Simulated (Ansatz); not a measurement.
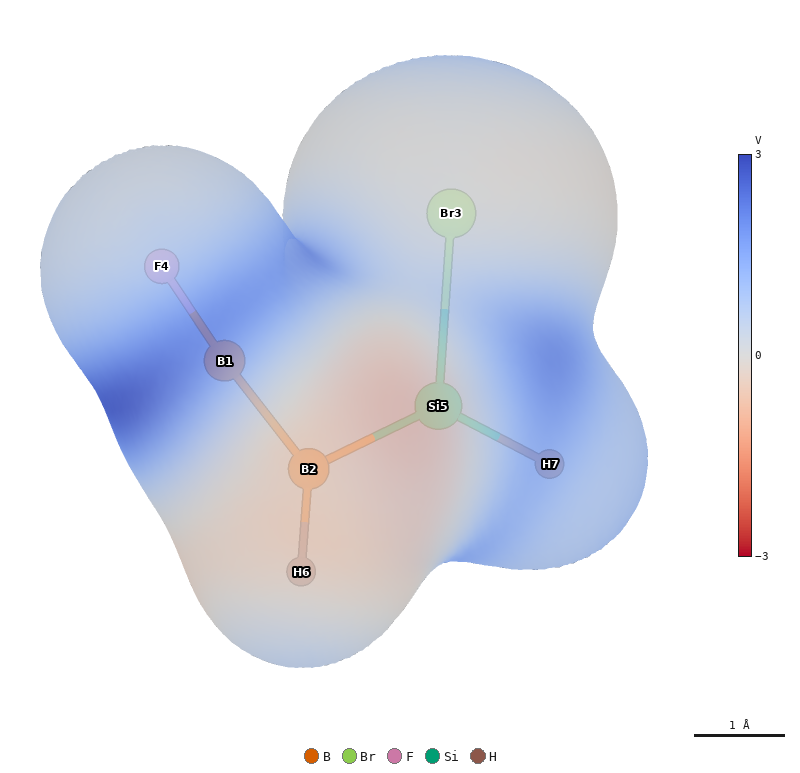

Figure 1: B₂BrFH₂Si (SMILES F/B=[BH-]\[SiH+]Br). The electrostatic potential painted on the density surface at 0.004 e/bohr³, seen at a tilt; the colour scale runs from red (negative) to blue (positive).

Geometry: B3LYP-D3(BJ)/def2-SVP.

The calculation used isolated molecule in a Gaussian basis; Kohn-Sham density functional theory, functional PBE0 (Ansatz).

Input

```
crystal:
  periodic: [false, false, false]
  atoms:
    - symbol: B
      position_ang: [-1.487346, 1.794020, 2.458195]
    - symbol: B
      position_ang: [-2.117825, 0.549930, 1.784309]
    - symbol: Br
      position_ang: [1.444578, 0.395920, 1.220024]
    - symbol: F
      position_ang: [-0.872646, 2.782639, 2.978670]
    - symbol: Si
      position_ang: [-0.665955, -0.343648, 1.048687]
    - symbol: H
      position_ang: [-3.248475, 0.160732, 1.696802]
    - symbol: H
      position_ang: [-0.603877, -1.609689, 0.269953]
basis:
  gaussian:
    orbitals: def2-TZVPD
total_charge: 0
hamiltonian:
  xc: {name: PBE0}
output:
  forces: true
  orbitals: {seedname: orbitals}
```

Run with:

```sh
ansatz run input.yaml --threads 2 --pin off --max-ram 4350MiB --events-out events.jsonl --progress --plain --runs-dir runs
```

Where is the surface potential most negative and most positive?

Answer. The most negative region (about −0.7 V) lies over H6, the most positive (about +2.6 V) over B1. Br3 shows a σ-hole: about +0.9 V at the tip opposite its bond, against about 0.0 V on its flanks.

What dipole moment does the calculation give?

Answer. Its dipole moment is 0.26 D.
